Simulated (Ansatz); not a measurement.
NbP, response to strain

Start from NbP (space group I4_1md, No. 109; a = 3.3469 Å, c = 11.4300 Å; relaxed with 0.1 eV smearing).

Strains are applied to the cell and any free atomic positions relax.

Level of theory: PBE (Ansatz, a program for electronic structure; PAW; 420 eV plane waves; no SOC).

Notes on the quantities. pressure: mean of the normal stresses, compression positive.

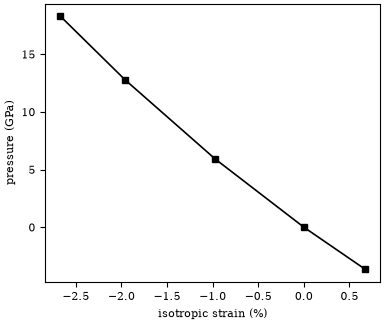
Figure. Pressure against isotropic strain

| isotropic strain (%) | pressure |
|---|---|
| -2.67 | 18.3 GPa |
| -1.96 | 12.8 GPa |
| -0.97 | 5.9 GPa |
| 0.67 | -3.6 GPa |

No phonon test of stability was made. All final runs are without spin polarisation.
